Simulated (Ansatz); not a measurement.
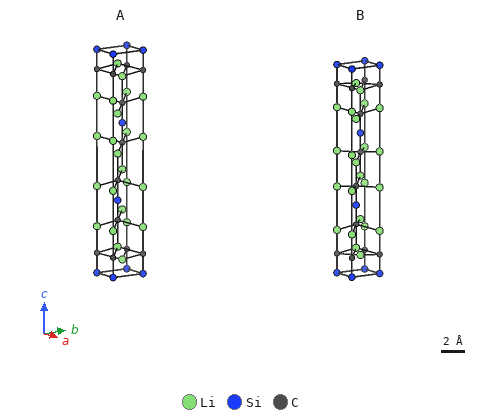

Two geometries of crystalline Li4SiC2 (a generated structure, set up in R-3m) (coarse preliminary run), drawn at one scale. One is the start of a relaxation, the other its converged end. Style: ball-and-stick. Shown: the conventional cell (3 times the calculation's cell), slightly off an axis. Lengths and directions refer to the drawn axes.

These are results of DFT PBE, scalar-relativistic, plane waves, PAW (Ansatz 0.2.0), not measurements. (plane-wave cutoff 420 eV; k-point mesh 6 × 6 × 6; occupations gaussian; smearing width 0.1 eV; no spin polarisation; cell and atoms relaxed; force threshold 0.04 eV/Å; at most 70 steps)

Which geometry has the lower energy?

Answer. Structure B is the relaxed one. Over 5 accepted moves (6 points after the start) the energy falls by 132 meV per atom. The largest force component goes from 0.9 to 0.0057 eV/Å. The pressure goes from −7.28 to −0.10 GPa. At 1 point the geometry stayed and the basis and grid were re-selected for the new cell (energy shift of 0.8 meV per atom at most each time). The largest moves relative to the cell, 0.49 Å, are those of Li atoms. By element the largest moves are Li 0.49 Å, C 0.06 Å. Si stays in place. Cell: a = b 4.212 → 3.905 Å (−7.3 %), c 20.243 → 18.863 Å (−6.8 %). Volume −19.9 %. Among the contacts that change: Li–Li 2.819 → 2.427 Å, C–Li 2.417 → 2.134 Å, C–Li 2.529 → 2.265 Å, C–Li 2.539 → 2.356 Å. Bond angles that change, for instance: C–Li–C 112.7° → 119.1°. The space group stays R-3m (No. 166). Cost: 18 s on 1 thread of Intel(R) Xeon(R) Platinum 8488C (Sapphire Rapids) (shared host), peak memory 0.44 GiB.
